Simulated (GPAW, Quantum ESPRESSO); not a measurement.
Consider Be (Im-3m).

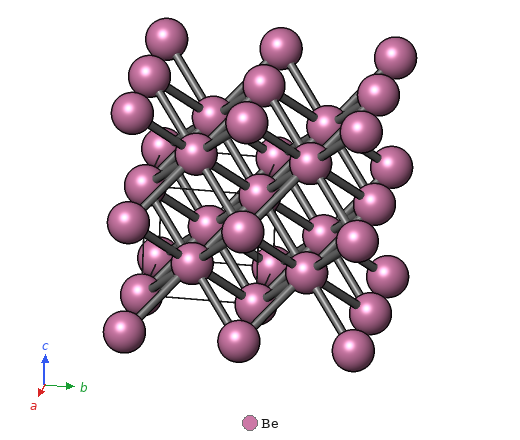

The structure (beryllium pink). 2×2×2 conventional cells are drawn. Some periodic images of atoms are drawn too.

```xyz
1
Lattice="-1.2531 1.2531 1.2531 1.2531 -1.2531 1.2531 1.2531 1.2531 -1.2531" Properties=species:S:1:pos:R:3 pbc="T T T"
Be    0.0000    0.0000    0.0000
```

Absorber: atom 1, with 8 Be at 2.17 Å and 6 Be at 2.51 Å (cube and octahedron, as in bcc, site symmetry m-3m). Method: Quantum ESPRESSO XSpectra, LDA, excited-electron core hole (neutral cell), 15-atom cell with 5.5 Å between holes, 8×8×8 k points, dipole transitions, Lorentzian half width 0.3 eV up to 4 eV, rising linearly to 2.5 eV at 25 eV.

This is not the structure that Be takes at ambient pressure and room temperature (hexagonal, No. 194); it is a model or a phase of other conditions.

Q: What does the Be K edge look like?

Main maxima up to 24 eV above the zero (height): 1.6 eV (1.00), 4.6 eV (1.32) and 10.2 eV (1.38). A K edge sees empty p states on the absorber. The total-energy difference is 115.11 eV. One term is added: -4.44 eV, since the hole is spin-paired here and a spin-polarised one costs that much less in the free atom (computed apart). The photon energy is then 110.67 eV. The tabulated edge of the element is 111.5 eV. The functional leaves an error in such absolute values: in the free atom LDA prices this hole 1.6 eV below PBE (computed apart), and PBE is itself good to a few eV.

The Be K spectrum (energy from the energy zero of the input (xe0, at the border of filled and empty states); intensity scaled to a mean of 1 over the first 20 eV; the points at xe0, where the cut of filled states can leave a spike, are interpolated):

```
E (eV)  intensity
  -2.0       0.05
  -0.5       0.18
   1.0       0.98
   2.5       1.03
   4.0       1.29
   5.5       1.16
   7.0       1.15
   8.5       1.24
  10.0       1.38
  11.5       1.22
  13.0       1.05
  14.5       0.94
  16.0       0.75
  17.5       0.56
  19.0       0.43
  20.5       0.41
  22.0       0.45
  23.5       0.53
  25.0       0.60
  26.5       0.62
  28.0       0.61
  29.5       0.59
  31.0       0.57
```

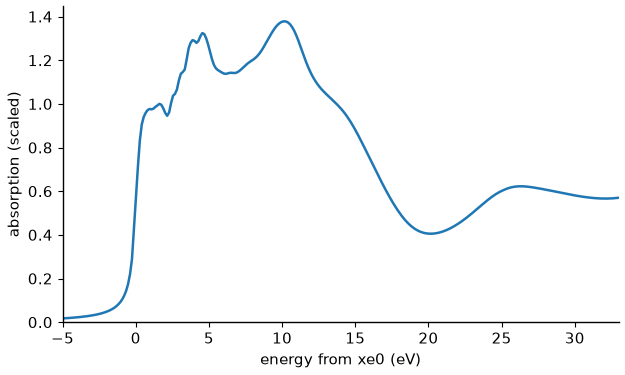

The Be K edge.

The holes are only 5.5 Å apart, so the shape is probably not converged with cell size; no larger cell was run here. The structure is a computed Materials Project entry and may be a hypothetical form.

[Banner, clock and machine lines of the logs are left out without a mark of their own.]

[Logs are printed without paths, hosts, clocks, repeated set-up lines and the standing remarks that a program may print on its own settings, such as how far it seeks lower states.]

[Hosts, paths, dates, database ids (printed as entryN), source tags and the programs' standing remarks are cut or masked in the printed files.]

[Lists of maxima count a maximum above −3 eV only where it reaches 4 % of the highest in the window and stands out from its surroundings by 2 % of it (1.5 % where it reaches 55 %); shoulders and weaker maxima are passed over, and of the rest the first, up to two pre-edge ones and the few strongest are named.]
